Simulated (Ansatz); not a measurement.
```yaml
atoms:
  - { symbol: B, position_ang: [0.0177, -0.2502, -0.0199] }
  - { symbol: O, position_ang: [-0.6070, -1.0178, 0.9417] }
  - { symbol: H, position_ang: [-1.5409, -1.0802, 0.7984] }
  - { symbol: H, position_ang: [1.2020, -0.1924, 0.0230] }
  - { symbol: H, position_ang: [-0.6124, 0.2332, -0.9062] }
  - { symbol: O, position_ang: [-0.1704, 1.6488, 1.7646] }
  - { symbol: Al, position_ang: [0.9914, 2.7321, 2.3831] }
  - { symbol: H, position_ang: [1.7263, 2.3785, 3.7379] }
  - { symbol: H, position_ang: [1.2575, 4.0454, 1.5557] }
  - { symbol: H, position_ang: [-0.3623, 0.7968, 2.1865] }
```

Not at a stationary point (largest force 1.3 eV/Å).

Level of theory: RHF/6-31G* (Ansatz 0.2.0).

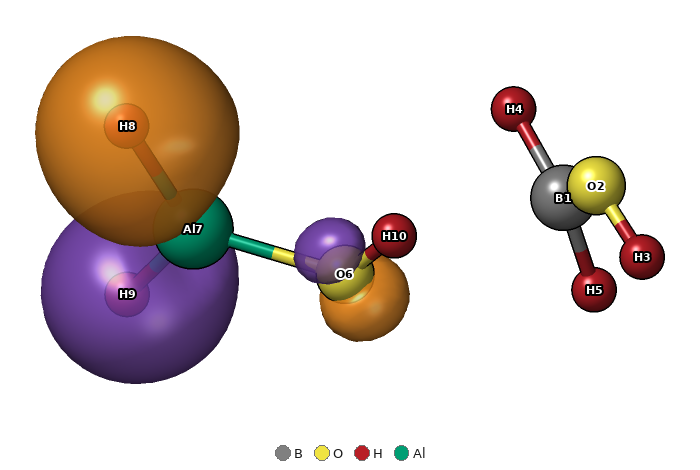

BH3O···AlH3O. The HOMO at ±0.15 Å⁻³ᐟ² (orange and purple are the two phases), seen from one side.

### Where does this orbital lie, and at what energy?

Its weight (Hirshfeld) is mainly on Al7 (about 35 %), H8 (about 35 %) and H9 (about 25 %). Its energy is −11.63 eV.
